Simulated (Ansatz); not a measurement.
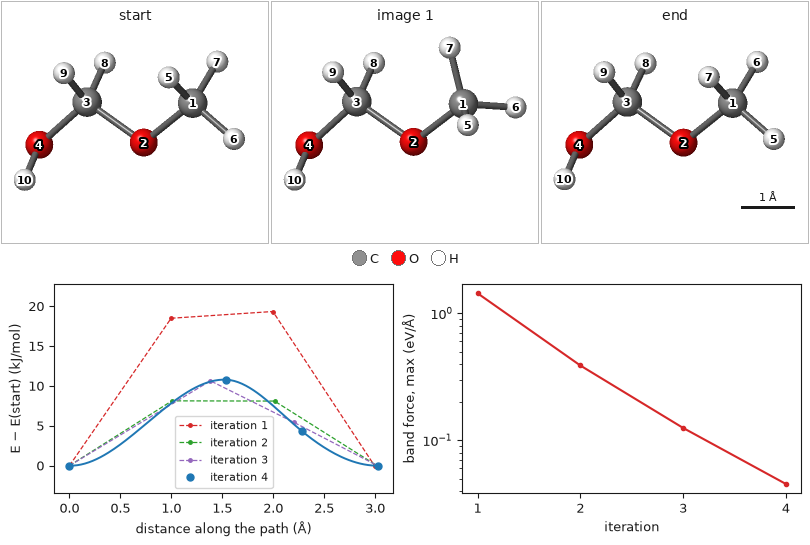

NEB run on C2H6O2. Images are numbered from 0 (start) to 3 (end). The plot follows the band through its iterations. Style: ball-and-stick. Shown at a tilt.

All numbers below come from Ansatz 0.2.0, RKS r2SCAN-D4/def2-SVP. Run with 2 movable images; climbing image; force threshold 0.05 eV/Å; iteration limit 60; starting path by image-dependent pair potential.

Q: Did the band converge, and can the barrier be trusted?

A: The run is converged, with reservations. The band converged in 4 iterations. The largest component of the band force went from 1.4 to 0.045 eV/Å. The climbing image converged on the top of the path. Its curvatures weren't checked. So few images resolve the path coarsely. The first iteration put the highest image at 19.3 kJ/mol. The two ends have the same energy, and the highest point, image 1, lies 10.8 kJ/mol above the start.
